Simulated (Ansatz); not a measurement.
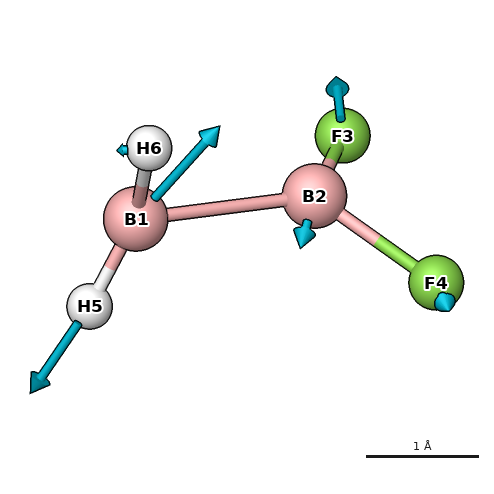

Arrows show the forces on the atoms, 0.07 Å of arrow for 1 eV/Å; forces under a tenth of the largest aren't drawn. Level of theory: PBE-D4/def2-TZVPP (Ansatz 0.2.0).

Q: On which atom is the force largest, and how large is it?

A: On B1: 13.68 eV/Å.

Q: Which bond do the forces act along most?

A: B1–H5, now 0.942 Å: the forces push its atoms apart, so a first step downhill lengthens it.

List the force components in the frame of the picture (x right, y up, z towards the viewer), in eV/Å.

| atom | Fx | Fy | Fz |
| --- | --- | --- | --- |
| B1 | 8.50 | 9.39 | 5.18 |
| B2 | −0.97 | −3.62 | 1.99 |
| F3 | −0.63 | 5.56 | −6.39 |
| F4 | 0.90 | −2.07 | 3.23 |
| H5 | −6.23 | −9.14 | −3.87 |
| H6 | −1.57 | −0.12 | −0.13 |
